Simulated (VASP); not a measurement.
# Nickel under strain, part 4 of 4

How does the pressure of Nickel answer to a change of volume? The bands are shown for each cell. All runs use PBE. Left out of this account: 1 further run (fields: a reference on another mesh). The start is a cell from a database of measured crystal structures.

VASP 6.6.1; PBE, spin-polarised from a ferromagnetic start (one magnetic atom a cell); plane waves and PAW (Ni).

Still holding for the runs below: The cell holds one magnetic atom, so no antiferromagnetic order fits into it.

So far, pressure (GPa): step 2 (bands, cell as listed) -1.50; step 3 (cell volume +4.0 %) -8.20; step 4 (cell volume +8.0 %) -13.5; step 5 (bands, sheared, principal strains -1.3, -1.0, +2.3 %) -1.22; step 6 (cell volume -4.0 %) 7.06.

### 7. Bands, volume times 0.92

The cell is scaled evenly once more. A prediction first. A parabola through the 4 pressures of evenly scaled cells so far, P = -1.47 -190.3 t +449 t² GPa with t = ln(V/V₁) and V₁ the volume at scale 1, gives 17.52 GPa at t = -0.0834.

The input, INCAR:

```
SYSTEM = Ni
PREC = Accurate
ENCUT = 400
EDIFF = 1E-06
NELM = 100
ISMEAR = -1
SIGMA = 0.05
LREAL = .FALSE.
ALGO = Normal
GGA = PE
NBANDS = 17
ISPIN = 2
MAGMOM = 1
LASPH = .TRUE.
LMAXMIX = 4
LORBIT = 11
LWAVE = .FALSE.
LCHARG = .FALSE.
KPAR = 2
```

The input, POSCAR:

```
Ni
1.0
    0.0000000000      1.7136382935      1.7136382935
    1.7136382935      0.0000000000      1.7136382935
    1.7136382935      1.7136382935      0.0000000000
Ni
1
Direct
    0.0000000000      0.0000000000      0.0000000000
```

The input, KPOINTS:

```
Automatic mesh
0
Gamma
19 19 19
0 0 0
```

The input, KPOINTS_OPT:

```
Line mode
16
Line-mode
Reciprocal
  0.00000000   0.00000000   0.00000000 GAMMA
  0.50000000   0.00000000   0.50000000 X

  0.50000000   0.00000000   0.50000000 X
  0.50000000   0.25000000   0.75000000 W

  0.50000000   0.25000000   0.75000000 W
  0.37500000   0.37500000   0.75000000 K

  0.37500000   0.37500000   0.75000000 K
  0.00000000   0.00000000   0.00000000 GAMMA

  0.00000000   0.00000000   0.00000000 GAMMA
  0.50000000   0.50000000   0.50000000 L

  0.50000000   0.50000000   0.50000000 L
  0.62500000   0.25000000   0.62500000 U

  0.62500000   0.25000000   0.62500000 U
  0.50000000   0.25000000   0.75000000 W

  0.50000000   0.25000000   0.75000000 W
  0.50000000   0.50000000   0.50000000 L

  0.50000000   0.50000000   0.50000000 L
  0.37500000   0.37500000   0.75000000 K

  0.62500000   0.25000000   0.62500000 U
  0.50000000   0.00000000   0.50000000 X
```

The projector-augmented-wave data sets are Ni (PBE family, release 64).

On the command line:

```console
mpirun -np 2 vasp_std
```

What it wrote:

```text
[... set-up lines as in an earlier step ...]
 entering main loop
       N       E                     dE             d eps       ncg     rms          rms(c)
DAV:   1     0.296572612544E+02    0.29657E+02   -0.32718E+03 16436   0.637E+02
DAV:   2    -0.524087269535E+01   -0.34898E+02   -0.32330E+02 16693   0.133E+02
DAV:   3    -0.644160262761E+01   -0.12007E+01   -0.11913E+01 18364   0.252E+01
DAV:   4    -0.644579732964E+01   -0.41947E-02   -0.41940E-02 18698   0.140E+00
DAV:   5    -0.644581180673E+01   -0.14477E-04   -0.14477E-04 18871   0.798E-02    0.107E+01
DAV:   6    -0.570299500989E+01    0.74282E+00   -0.11398E+01 20985   0.339E+01    0.547E+00
DAV:   7    -0.545321816915E+01    0.24978E+00   -0.17329E+00 19227   0.121E+01    0.219E+00
DAV:   8    -0.543552227180E+01    0.17696E-01   -0.21709E-02 20892   0.896E-01    0.995E-01
DAV:   9    -0.543339614513E+01    0.21261E-02   -0.13418E-03 23720   0.193E-01    0.262E-01
DAV:  10    -0.543293509798E+01    0.46105E-03   -0.44089E-04 23360   0.964E-02    0.310E-02
DAV:  11    -0.543293262107E+01    0.24769E-05   -0.21513E-05 19982   0.327E-02    0.228E-02
DAV:  12    -0.543293375180E+01   -0.11307E-05   -0.14290E-06 14294   0.707E-03    0.873E-03
DAV:  13    -0.543293282787E+01    0.92393E-06   -0.13248E-07  9551   0.275E-03
   1 F= -.54329328E+01 E0= -.54259827E+01  d E =-.139002E-01  mag=     0.5808
 Start KPOINTS_OPT (optional k-point list driver)
k-point batch [1-160\160]
       N       E                     dE             ncg
DAV:   1     0.197570313486E+05   -0.51766E+05    11867
DAV:   2     0.137070012681E+05   -0.60500E+04    12288
DAV:   3     0.135007025675E+05   -0.20630E+03    13527
DAV:   4     0.135000270836E+05   -0.67548E+00    13031
DAV:   5     0.135000247719E+05   -0.23117E-02    13242
DAV:   6     0.135000247593E+05   -0.12578E-04    11590
DAV:   7     0.135000247589E+05   -0.36477E-06    10806
```

It took 16 s on 2 MPI ranks of AMD EPYC 9R45, shared host; peak memory 0.28 GiB; 29 s of CPU time.

From OUTCAR (step 7):

```text
   ENCUT  =  400.0 eV  29.40 Ry    5.42 a.u.   3.95  3.95  3.95*2*pi/ulx,y,z

   NELECT =      10.0000    total number of electrons

 E-fermi :  10.5299

 spin component 1
 k-point     1 :       0.0000    0.0000    0.0000
  band No.  band energies     occupation
    ...
      2       7.9159      1.00000
      3       7.9159      1.00000
      4       7.9159      1.00000
      5       9.2241      1.00000
      6       9.2241      1.00000
      7      34.9094      0.00000
      8      39.3888      0.00000
      9      39.3888      0.00000
     10      39.3888      0.00000
     11      42.6337      0.00000
    ...

 k-point     2 :       0.0526    0.0000    0.0000
  band No.  band energies     occupation
    ...
      2       7.8836      1.00000
      3       7.9432      1.00000
      4       7.9432      1.00000
      5       9.2119      1.00000
      6       9.2119      1.00000
      7      34.6307      0.00000
      8      37.8639      0.00000
      9      39.1446      0.00000
     10      39.1446      0.00000
     11      42.9963      0.00000
    ...

  Total        1.1231703      1.1231703      1.1231703      0.0000000      0.0000000      0.0000000
  in kB      178.8005043    178.8005043    178.8005043      0.0000000      0.0000000      0.0000000
  external PRESSURE =     178.8005043 kB  Pullay stress =       0.0000000 kB

  FREE ENERGIE OF THE ION-ELECTRON SYSTEM (eV)
  ---------------------------------------------------
  free  energy   TOTEN  =        -5.4329328279 eV

  energy  without entropy=       -5.4190326120  energy(sigma->0) =       -5.42598272

 magnetization (x)
# of ion       s       p       d       tot
------------------------------------------
    1       -0.007  -0.026   0.618   0.586

[... 6 parts as in an earlier step ...]

[... 16 further parts left out ...]
```

Numbers from this step:

| Quantity | Value |
| --- | --- |
| free energy (TOTEN) | -5.433 eV |
| energy at zero smearing | -5.426 eV |
| Fermi energy | 10.53 eV |
| pressure | 17.88 GPa |
| moment of the cell, from the last line of the log | 0.5808 μB |

Spin moment in the PAW sphere by atom:

| atom | spin moment in the PAW sphere (μB) |
| --- | --- |
| Ni1 | 0.586 |

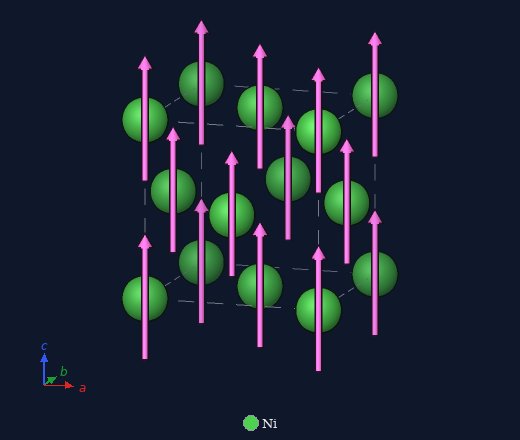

Spin moment in the PAW sphere as arrows, the longest 0.586 μB. Up and down stand for the sign. Arrows give size and sign along the axis of quantisation, drawn up and down the page. Some periodic images of atoms are drawn too.

Spin up. The electronic bands at the labelled points (eV, zero at the Fermi level; # counts the bands kept):

| point | #2 | #3 | #4 | #5 | #6 | #7 |
| --- | --- | --- | --- | --- | --- | --- |
| Γ | -2.61 | -2.61 | -2.61 | -1.31 | -1.31 | 24.38 |
| X | -4.60 | -0.51 | -0.40 | -0.40 | 2.49 | 9.94 |
| W | -3.34 | -3.34 | -1.39 | -0.40 | 8.20 | 8.20 |
| K | -4.07 | -2.27 | -1.13 | -0.69 | 6.07 | 7.73 |
| Γ | -2.61 | -2.61 | -2.61 | -1.31 | -1.31 | 24.38 |
| L | -2.61 | -2.61 | -0.56 | -0.56 | -0.44 | 6.26 |
| U | -4.07 | -2.27 | -1.13 | -0.69 | 6.07 | 7.73 |
| W | -3.34 | -3.34 | -1.39 | -0.40 | 8.20 | 8.20 |
| L | -2.61 | -2.61 | -0.56 | -0.56 | -0.44 | 6.26 |
| K | -4.07 | -2.27 | -1.13 | -0.69 | 6.07 | 7.73 |
| jump to U | -4.07 | -2.27 | -1.13 | -0.69 | 6.07 | 7.73 |
| X | -4.60 | -0.51 | -0.40 | -0.40 | 2.49 | 9.94 |

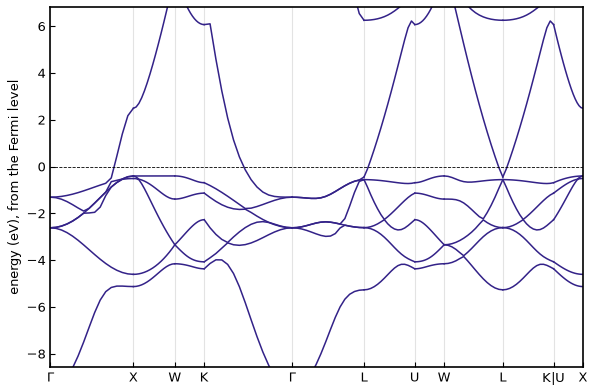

Electronic bands along the path.

Spin down. The electronic bands at the labelled points (eV, zero at the Fermi level; # counts the bands kept):

| point | #1 | #2 | #3 | #4 | #5 | #6 | #7 |
| --- | --- | --- | --- | --- | --- | --- | --- |
| Γ | -9.60 | -1.91 | -1.91 | -1.91 | -0.76 | -0.76 | 24.23 |
| X | -4.82 | -4.04 | 0.06 | 0.41 | 0.41 | 2.46 | 10.18 |
| W | -3.80 | -2.78 | -2.78 | -0.87 | 0.41 | 8.38 | 8.38 |
| K | -3.99 | -3.57 | -1.70 | -0.59 | 0.11 | 6.28 | 7.91 |
| Γ | -9.60 | -1.91 | -1.91 | -1.91 | -0.76 | -0.76 | 24.23 |
| L | -4.87 | -2.04 | -2.04 | -0.50 | 0.15 | 0.15 | 6.66 |
| U | -3.99 | -3.57 | -1.70 | -0.59 | 0.11 | 6.28 | 7.91 |
| W | -3.80 | -2.78 | -2.78 | -0.87 | 0.41 | 8.38 | 8.38 |
| L | -4.87 | -2.04 | -2.04 | -0.50 | 0.15 | 0.15 | 6.66 |
| K | -3.99 | -3.57 | -1.70 | -0.59 | 0.11 | 6.28 | 7.91 |
| jump to U | -3.99 | -3.57 | -1.70 | -0.59 | 0.11 | 6.28 | 7.91 |
| X | -4.82 | -4.04 | 0.06 | 0.41 | 0.41 | 2.46 | 10.18 |

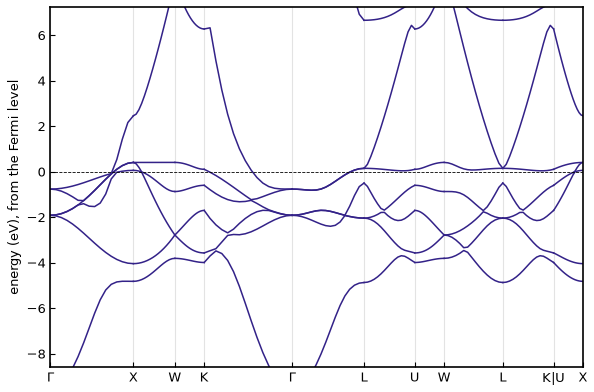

Electronic bands along the path.

 The pressure is 17.88 GPa. The parabola predicted 17.52 GPa, -0.36 GPa off.

### 8. Side by side

```
                                         cell      mesh  pressure (GPa)  gap (eV)  largest moment (μB)
                               cell as listed  19×19×19           -1.50      none                 0.65
                            volume times 1.04  19×19×19           -8.20      none                 0.67
                            volume times 1.08  19×19×19          -13.46      none                 0.69
sheared, principal strains -1.3, -1.0, +2.3 %  19×19×19           -1.22      none                 0.64
                            volume times 0.96  19×19×19            7.06      none                 0.62
                            volume times 0.92  19×19×19           17.88      none                 0.59
```

### 9. Outcome

| Property | Result |
| --- | --- |
| pressure, cell as listed | -1.50 GPa |
| pressure, volume times 1.04 | -8.20 GPa |
| pressure, volume times 1.08 | -13.5 GPa |
| pressure, sheared, principal strains -1.3, -1.0, +2.3 % | -1.22 GPa |
| pressure, volume times 0.96 | 7.06 GPa |
| pressure, volume times 0.92 | 17.9 GPa |
| bulk modulus at the listed volume, shape and positions held | 192 GPa |

In words: The slope of pressure against ln V at the listed volume gives a bulk modulus of 192 GPa at fixed shape and positions. The largest moment goes from 0.59 μB at the smallest volume to 0.69 μB at the largest. Only the typed magnetic starts were tried, so the magnetic ground state may differ and with it the other results.

[Lines on the potential files, build, host, timing and source positions are cut from VASP's logs without a mark.]

[Logs are printed without paths, hosts, clocks, repeated set-up lines and the standing remarks that a program may print on its own settings, such as how far it seeks lower states.]

[Hosts, paths, dates, database ids (printed as entryN), source tags and the programs' standing remarks are cut or masked in the printed files.]

[A measured line is paired with the nearest computed mode of its activity, which favours agreement.]
